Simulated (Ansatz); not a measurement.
# A failed many-body run on Ga2O3 (C2/m)

What is wrong with this input for Ga2O3 (C2/m)?

Calculated with Ansatz 0.2.0; G0W0 on r2SCAN, plane waves, PAW.

## (1) Starting point

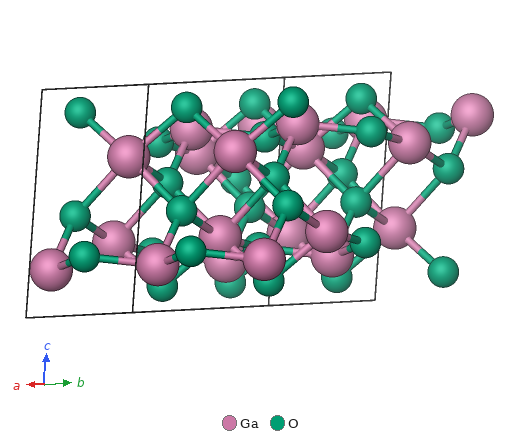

The starting structure, seen slightly off an axis (gallium pink, oxygen teal). 1×2×1 cells are drawn. This picture shows the conventional cell, with its axes. Some periodic images of atoms are drawn too.

The cell and positions come from the Crystallography Open Database and are kept as given unless a step says otherwise. The default PAW set here is soft_2. Its files were made with PBE.

## (2) First try

input.yaml reads:

```yaml
crystal:
  lattice:
    - [6.107, -1.51855, 0.0]
    - [6.107, 1.51855, 0.0]
    - [-1.3859888959, 0.0, 5.630008738]
  atoms:
    - { symbol: Ga, position: [0.0905, 0.0905, 0.7946] }
    - { symbol: Ga, position: [0.9095, 0.9095, 0.2054] }
    - { symbol: Ga, position: [0.65866, 0.65866, 0.31402] }
    - { symbol: Ga, position: [0.34134, 0.34134, 0.68598] }
    - { symbol: O, position: [0.1645, 0.1645, 0.1098] }
    - { symbol: O, position: [0.8355, 0.8355, 0.8902] }
    - { symbol: O, position: [0.1733, 0.1733, 0.5632] }
    - { symbol: O, position: [0.8267, 0.8267, 0.4368] }
    - { symbol: O, position: [0.4959, 0.4959, 0.2566] }
    - { symbol: O, position: [0.5041, 0.5041, 0.7434] }
kpoints:
  mp_grid: { grid: [4, 4, 2] }
hamiltonian:
  xc: r2scan
scf:
  occupations: { method: fixed }
gw:
  n_empty_bands: 169
  ecut_chi: 10
  qp_bands: [v3, c3]
  qp_kpoints: band_edges
  screening: { model: contour_deformation }
```

On the command line:

```console
$ ansatz run input.yaml --threads 3 --pin off --max-ram 92160MiB --backend cuda --events-out ev --progress --plain --runs-dir out --devices 1 --max-vram 13GiB
```

Numbers of over 12 decimals in the logs are rounded to 6 here.

The program printed:

```text
GPUs: using 1 of 1 available (devices: 1).
Engine: ansatz 0.2.0, x86_64-unknown-linux-gnu
Pseudopotentials: kind: paw
Pseudopotential: Ga, paw, valence charge 13, recommended cutoff 500 eV (meta_gga), Ga.paw.azcp
Pseudopotential: O, paw, valence charge 6, recommended cutoff 500 eV (meta_gga), O.paw.azcp
Functional definition: r2SCAN
  parameter k0 = 0.174
  parameter k1 = 0.065
  parameter a1 = 4.9479
  exchange = r2scan_x(k0 = k0, k1 = k1, a1 = a1)
  correlation = r2scan_c
device memory: the entry about to start is reckoned to put 3.4 GiB on a device that reports 37.3 GiB free (of which the cap on the GPU budget leaves the run 13.0 GiB)
GPU FFT provider: cuFFT
GPU libraries: cuBLAS 13.8.2, cuFFT 12.4.0, cuSOLVER 12.3.4
Crystal: 10 atoms, lattice volume = 104.423 Å³
Basis set: ecut = 500 eV, 2661 PW (Γ), exchange–correlation on 192×192×180 points (64 copies of the dense FFT grid, shifted against one another)
Bands: 54, of which v1, the nominal top of the filled ones, is band 44 counted from 1 (43 counted from 0)
Symmetry: 4 space group operations
Space group: C2/m (ITA 12), of the structure as read, at distance tolerance 4.7e-5 Å
k-points: 14 of 32
Non-local potential: Ga, projectors of the file, l = 0: 2, l = 1: 2, l = 2: 3, l = 3: 1
Non-local potential: O, projectors of the file, l = 0: 2, l = 1: 2, l = 2: 1
PAW form: soft (Blöchl's): semilocal exchange-correlation on the pseudo side does not see the compensation charge
PAW frozen core: Ga, regenerated for the run's functional (the file was generated under x = pbe(κ = 0.804, μ = 0.219515), c = pbe(β = 0.066725))
PAW frozen core: O, regenerated for the run's functional (the file was generated under x = pbe(κ = 0.804, μ = 0.219515), c = pbe(β = 0.066725))
PAW one-centre angular grid: Ga, 590 points (default); XC on 160 Gauss nodes
PAW one-centre angular grid: O, 302 points (default); XC on 160 Gauss nodes
Initial density: superposition of atomic densities (neutral atoms: chi_scale 0, normalization atom), corrected by the library's trained network
Initial wavefunctions: pseudopotential atomic-orbital guess
GPU buffer pool allocated for 103680 grid points (all kernels)
GPU transforms: local potential: pruned to the plane-wave sphere, on 45×45×45; band sums: pruned to the plane-wave sphere, on 48×48×45
Functional: x = r2scan, c = r2scan; τ floored in thin density (d = 2e-4 eV/Å³)
SCF iter   1: F=—  HF=-18577.631453 eV  |F-HF|=—  |Δ(HF+E_count)|=         —  Δρ=1.38e-2  dr2=9.04e-2  dr2_τ=4.08e-1  ethr=1.77e-3  ⟨swp⟩=4.8  Hψ=2420  notcnv=0  defer=111
preconditioner: auto → Resta (q_TF=auto, 2.652 Å⁻¹)  ε∞=4.2  [insulator: Δε(μ)=3.110 eV  Ē_g=19.008 eV  n_scr=34 (ndim 8)  ℏωp=34.1 eV  f_vac=0.014  ε∞_Penn≈4.2]
SCF iter   2: F=—  HF=-18577.800553 eV  |F-HF|=—  |Δ(HF+E_count)|=   1.69e-1  Δρ=6.82e-3  dr2=2.65e-2  dr2_τ=1.07e-3  ethr=1.03e-4  ⟨swp⟩=2.9  Hψ=1546  notcnv=0  defer=112
SCF iter   3: F=—  HF=-18577.800279 eV  |F-HF|=—  |Δ(HF+E_count)|=   2.75e-4  Δρ=3.50e-3  dr2=4.33e-3  dr2_τ=4.97e-4  ethr=3.01e-5  ⟨swp⟩=3.0  Hψ=1313  notcnv=0  defer=112
SCF iter   4: F=—  HF=-18577.799815 eV  |F-HF|=—  |Δ(HF+E_count)|=   4.64e-4  Δρ=5.21e-4  dr2=1.96e-4  dr2_τ=6.02e-5  ethr=4.92e-6  ⟨swp⟩=2.0  Hψ=1266  notcnv=0  defer=112
SCF iter   5: F=—  HF=-18577.799876 eV  |F-HF|=—  |Δ(HF+E_count)|=   6.04e-5  Δρ=1.57e-4  dr2=1.36e-5  dr2_τ=1.91e-6  ethr=2.22e-7  ⟨swp⟩=2.2  Hψ=1115  notcnv=0  defer=65
SCF iter   6: F=—  HF=-18577.799893 eV  |F-HF|=—  |Δ(HF+E_count)|=   1.73e-5  Δρ=5.56e-5  dr2=2.42e-6  dr2_τ=3.49e-7  ethr=1.54e-8  ⟨swp⟩=2.0  Hψ=1322  notcnv=0  defer=53
SCF iter   7: F=—  HF=-18577.799892 eV  |F-HF|=—  |Δ(HF+E_count)|=   7.22e-7  Δρ=1.30e-5  dr2=1.52e-7  dr2_τ=1.10e-8  ethr=2.75e-9  ⟨swp⟩=2.0  Hψ=1312  notcnv=0  defer=53
SCF iter   8: F=-18577.799892 eV  HF=-18577.799892 eV  |F-HF|=1.29e-8  |Δ(HF+E_count)|=   1.22e-7  Δρ=4.63e-6  dr2=2.20e-8  dr2_τ=1.46e-9  ethr=1.14e-10  ⟨swp⟩=10.4  Hψ=2936  notcnv=0
[...]
NSCF: frozen V_eff on 1 k-points
device memory: the entry about to start is reckoned to put 0.8 GiB on a device that reports 58.8 GiB free (of which the cap on the GPU budget leaves the run 13.0 GiB)
NSCF: frozen V_eff on 1 k-points
SCF converged after 8 iterations
Free energy (F): -18577.799892 eV
Harris-Foulkes:  -18577.799892 eV  (|F-HF|=1.29e-8)
Internal energy: -18577.799892 eV  (E = F + TS)
E sigma→0 (E₀):  -18577.799892 eV
Fermi energy:    7.766701 eV
--- Per-component energies (eV) ---
  E_band       = -151.061970
  E_kinetic    = 1525.776021
  E_local      = -9106.232928  (includes V_loc(G=0)·N_el)
  E_nonlocal   = 2029.911889
  E_hartree    = 4101.944753
  E_xc         = -684.230172
  E_vxc        = -863.561518  (∫ρ·V_xc dr)
  E_paw        = -9017.397969  (= ΣΔE_a)
  E_vpaw       = -1992.567305  (= ΣTr[D̂ρ^β])
  E_aug_tail   = 0.006028  (compensation charges beyond the density's cutoff)
  E_vtau       = 51.711090  (kinetic-family band-sum trace: ∫τ·v_τ [+ j·A + Jᵃ·Aᵃ] dr)
  E_ewald      = -7424.773589
  E_core_change = -2.803925  (= ΣΔE_core)
  E_smearing   = -0.000000  (= −TS)
  E_closure    = -0.000000  (closes the sum)
  Σ components = -18577.799892   (vs F -18577.799892, Δ=0.00e0)
--- Band table (eV; the first three rows and the last of 14) ---
  k-point 0: bands = [... 40 lower, 7.1263, 7.2989, 7.4983, 7.7495, 10.8626, 14.2353, 15.2397, 15.3842, ... 6 higher]
  k-point 1: bands = [... 40 lower, 7.1166, 7.1609, 7.3055, 7.4687, 13.2556, 13.3663, 15.3186, 15.8382, ... 6 higher]
  k-point 2: bands = [... 40 lower, 6.7307, 7.0282, 7.2413, 7.7134, 13.2210, 14.8476, 15.6088, 16.6584, ... 6 higher]
  k-point 13: bands = [... 40 lower, 7.1593, 7.1820, 7.1915, 7.7667, 13.6966, 13.8087, 14.8186, 15.1362, ... 6 higher]
--- G₀W₀: contour deformation, 6 samples at zero and on the imaginary axis and 2 off it, 32 q-points, 169 empty bands' worth ---
  eigenvalues of the whole cell's RPA ε∞ on this k-mesh (on a slab, of 1 + 4πα/V) = 3.6902, 3.9015, 3.9836; static W/v taken at q = 0 is 0.251948
  gw.qp_kpoints: band_edges: 12 of 14 stored k-points solved, in 1 pass; an edge of the gap read off the rows below is read off those points alone
    valence top: of the k-points left out ik 5 came nearest to being solved in a further pass, in band 43 (counted from 1, as in the quasiparticle table): it holds the edge there only if its correction is more favourable than any solved in that band by at least 0.584 eV; those differ by 0.208 eV
    conduction bottom: of the k-points left out ik 11 came nearest to being solved in a further pass, in band 45 (counted from 1, as in the quasiparticle table): it holds the edge there only if its correction is more favourable than any solved in that band by at least 4.594 eV; those differ by 0.283 eV
    ik  band        ε_KS         Σx   Σc(E_QP)       V_xc       Z   E_QP_lin       E_QP  E_QP is
     0    42      7.2989   -27.2635     3.7555   -21.9225  0.8515     5.6851     5.7135  root
     0    43      7.4983   -27.2604     3.5876   -22.1469  0.8538     5.9478     5.9724  root
     0    44      7.7495   -27.8654     3.7329   -22.5118  0.8542     6.1000     6.1289  root
     0    45     10.8626   -11.7297    -3.0268   -16.2160  0.8713    12.3383    12.3222  root
     0    46     14.2353   -11.2369    -3.5834   -16.5950  0.8608    16.0444    16.0099  root
     0    47     15.2397    -9.3584    -3.6006   -14.4171  0.8621    16.7198    16.6978  root
     1    42      7.1609   -27.8400     3.6321   -22.7605  0.8539     5.6915     5.7136  root
     1    43      7.3055   -28.4171     3.5381   -23.4221  0.8561     5.8266     5.8487  root
     1    44      7.4687   -27.1276     3.7734   -21.7344  0.8502     5.8184     5.8490  root
     1    45     13.2556   -12.9894    -3.2651   -17.8457  0.8640    14.8703    14.8468  root
     1    46     13.3663   -12.6417    -3.3030   -17.5021  0.8623    14.9465    14.9236  root
     1    47     15.3186   -11.8978    -3.7395   -17.5352  0.8559    17.2616    17.2165  root
     2    42      7.0282   -26.7200     3.8523   -21.2312  0.8474     5.3593     5.3919  root
     2    43      7.2413   -26.9485     3.8070   -21.5041  0.8492     5.5721     5.6039  root
[...]
13    43      7.1915   -28.3548     3.5847   -23.2849  0.8549     5.6829     5.7064  root
    13    44      7.7667   -27.2199     3.7617   -21.8443  0.8522     6.1238     6.1529  root
    13    45     13.6966   -12.7165    -3.3729   -17.7842  0.8628    15.4199    15.3912  root
    13    46     13.8087   -11.9716    -3.4632   -17.0457  0.8608    15.4459    15.4196  root
    13    47     14.8186   -12.1516    -3.6434   -17.5358  0.8571    16.5964    16.5594  root
```

Elapsed: 21 s, on 1 × NVIDIA H100 80GB HBM3 (shared by 6 runs) with 3 threads of AMD EPYC 7R13 (Zen 3), shared host; peak memory 1.5 GiB; 31 s of CPU time.

The column dr2 measures how far the density is from self-consistency, as an energy; F and HF (Harris–Foulkes) agree once it is small.

Q: What is the fault?

The run ended normally, though the input holds a fault or crude settings.

The fault: screening cutoff of 10 eV. Nearly all local fields and short-range correlation are left out.

It printed a gap of 6.17 eV, which is an artefact of the settings.

## (3) A better input

Now the one-shot GW correction: screening in the RPA, then the self-energy of the levels asked for.

Changes to input.yaml since step 2:

```diff
@@ -17,3 +17,3 @@
 kpoints:
-  mp_grid: { grid: [4, 4, 2] }
+  mp_grid: { grid: [6, 6, 4] }
 hamiltonian:
@@ -23,4 +23,4 @@
 gw:
-  n_empty_bands: 169
-  ecut_chi: 10
+  n_empty_bands: 266
+  ecut_chi: 108
   qp_bands: [v3, c3]
```

The program printed:

```text
GPUs: using 1 of 1 available (devices: 1).
[...]
GPU FFT provider: cuFFT
GPU libraries: cuBLAS 13.8.2, cuFFT 12.4.0, cuSOLVER 12.3.4
Crystal: 10 atoms, lattice volume = 104.423 Å³
Basis set: ecut = 500 eV, 2661 PW (Γ), exchange–correlation on 192×192×180 points (64 copies of the dense FFT grid, shifted against one another)
Bands: 54, of which v1, the nominal top of the filled ones, is band 44 counted from 1 (43 counted from 0)
[... 1 set-up line as in the run before ...]
[...]
k-points: 47 of 144
[...]
GPU buffer pool allocated for 103680 grid points (all kernels)
[...]
SCF iter   1: F=—  HF=-18577.669606 eV  |F-HF|=—  |Δ(HF+E_count)|=         —  Δρ=1.36e-2  dr2=8.51e-2  dr2_τ=4.04e-1  ethr=1.77e-3  ⟨swp⟩=4.9  Hψ=8122  notcnv=0  defer=372
[...]
0    42      7.2926   -27.2652     4.7471   -21.9255  0.7819     6.6961     6.7000  root
     0    43      7.4918   -27.3083     4.6026   -22.1515  0.7836     6.9344     6.9377  root
     0    44      7.7448   -27.7773     4.7127   -22.5099  0.7857     7.1869     7.1901  root
     0    45     10.8601   -11.8185    -3.4993   -16.2166  0.8457    11.7633    11.7588  root
     0    46     14.2332   -11.2816    -4.1087   -16.5975  0.8306    15.4528    15.4404  root
     0    47     15.2380    -9.3996    -4.0762   -14.4207  0.8394    16.1901    16.1829  root
     1    42      7.2286   -28.2939     4.4112   -23.3186  0.7887     6.6613     6.6645  root
     1    43      7.2955   -26.8200     4.7892   -21.3771  0.7823     6.6369     6.6418  root
[...]
46    44      7.7605   -27.2202     4.8079   -21.8467  0.7816     7.1914     7.1949  root
    46    45     13.6932   -12.7411    -3.8189   -17.7845  0.8295    14.9297    14.9176  root
    46    46     13.8060   -11.9909    -3.8543   -17.0455  0.8272    15.0185    15.0063  root
    46    47     14.8150   -12.1727    -4.1436   -17.5364  0.8236    16.0490    16.0350  root
[key lines of the parts left out:]
SCF converged after 8 iterations
Free energy (F): -18577.838113 eV
Fermi energy:    7.760477 eV
```

The job ended after 2.6 min (1 × NVIDIA H100 80GB HBM3 (shared by 6 runs) with 3 threads; peak memory 2.7 GiB; 4.4 min of CPU time).

Numbers from this step:

* bands summed: 310
* RPA ε∞ on this mesh (eigenvalues): 3.458, 3.569, 3.589
* plane waves in the screening matrix: 275
* q-points in the mesh: 144
* G0W0 gap on the mesh: 4.564 eV
* k of the valence top: -0.5, -0.5, -0.5
* k of the conduction bottom: 0, 0, 0
* starting gap on the mesh: 3.100 eV
* Z at the valence top: 0.7816
* Z at the conduction bottom: 0.8457
* least direct G0W0 gap on the computed points: 4.569 eV

The gap on the mesh goes from 3.10 eV to 4.56 eV, a correction of +1.46 eV. Between the two edge states, bare exchange in place of the xc potential would open the gap by 9.77 eV, and correlation takes back 8.31 eV.

## (4) What came out

| Quantity | Value |
| --- | --- |
| first try | converged after 21 s |
| better run | G0W0 gap on the mesh 4.56 eV (6×6×4 mesh, 266 empty bands, screening to 108 eV) |

In words: The second run differs in: mesh, empty bands and screening cutoff (eV). Bands and cutoff are finite, so the gap is not at the basis limit. The miss can reach some tenths of an eV and take either sign; the mesh is an error of its own. The many-body steps are scalar-relativistic: spin-orbit coupling is not in them.

[Paths, hosts, dates, memory and timing lines, banners, echoed tables and standing remarks are left out of the program output.]

[Logs are printed without paths, hosts, clocks, repeated set-up lines and the standing remarks that a program may print on its own settings, such as how far it seeks lower states.]

[Runs of the session that timed out or met a known fault of the program may be left out.]

[Cells called generated may have been cut or substituted from an entry of the Crystallography Open Database or the Materials Project.]

[Hosts, paths, dates, database ids (printed as entryN), source tags and the programs' standing remarks are cut or masked in the printed files.]
